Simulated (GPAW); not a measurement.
Consider YRh (Pm-3m).

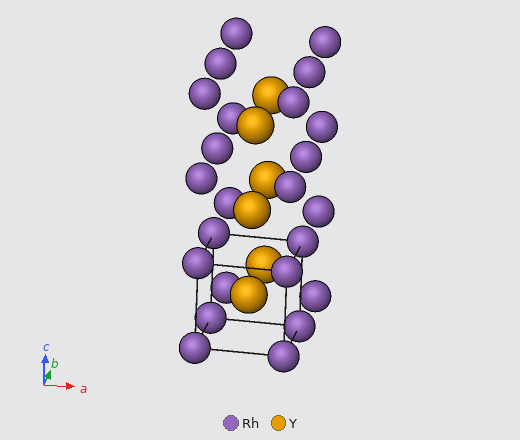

The structure (rhodium purple, yttrium orange). 1×2×3 cells are drawn. Some periodic images of atoms are drawn too.

```
Rh Y
1.0
     3.40700    0.00000    0.00000
     0.00000    3.40700    0.00000
     0.00000    0.00000    3.40700
Rh Y
1 1
Direct
  0.00000 0.00000 0.00000
  0.50000 0.50000 0.50000
```

Absorber: atom 2, with 8 Rh at 2.95 Å and 6 Y at 3.41 Å (cube and octahedron, as in bcc, site symmetry m-3m). Method: GPAW, LDA, excited-electron core hole (neutral cell), 8-atom cell with 5.9 Å between holes, 6×6×6 k points, dipole transitions, Gaussian full width 1.5 eV up to 4 eV, rising linearly to 3.5 eV at 25 eV.

Question: What does the Y L₃ edge look like?

Main maxima up to 30 eV above the zero (height): 1.0 eV (3.04), 3.8 eV (2.07), 11.4 eV (0.86), 18.4 eV (0.65) and 29.2 eV (0.58). At an L edge the dipole rule selects empty d (and weakly s) states on the absorber, and the strong line at the onset measures the empty part of its d band. 

The Y L₃ spectrum (energy from the lowest empty level; intensity scaled to a mean of 1 over the first 20 eV):

```
E (eV)  intensity
  -2.0       0.00
  -0.5       0.49
   1.0       3.04
   2.5       1.64
   4.0       2.03
   5.5       0.96
   7.0       0.68
   8.5       0.50
  10.0       0.72
  11.5       0.86
  13.0       0.65
  14.5       0.43
  16.0       0.44
  17.5       0.61
  19.0       0.63
  20.5       0.54
  22.0       0.51
  23.5       0.50
  25.0       0.54
  26.5       0.56
  28.0       0.56
  29.5       0.57
  31.0       0.50
```

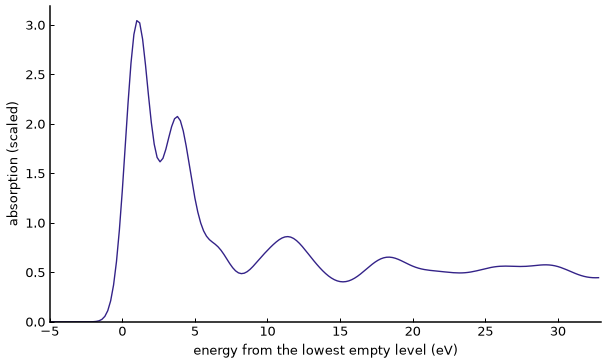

The Y L₃ edge.

Only the L₃ part is meant: spin–orbit coupling of the core level isn't computed and the L₂ copy isn't added. The holes are only 5.9 Å apart, so the shape is probably not converged with cell size; no larger cell was run here. The structure is a published determination, not relaxed.

[Banner, clock and machine lines of the logs are left out without a mark of their own.]

[Logs are printed without paths, hosts, clocks, repeated set-up lines and the standing remarks that a program may print on its own settings, such as how far it seeks lower states.]

[Hosts, paths, dates, database ids (printed as entryN), source tags and the programs' standing remarks are cut or masked in the printed files.]

[Lists of maxima count a maximum above −3 eV only where it reaches 4 % of the highest in the window and stands out from its surroundings by 2 % of it (1.5 % where it reaches 55 %); shoulders and weaker maxima are passed over, and of the rest the first, up to two pre-edge ones and the few strongest are named.]
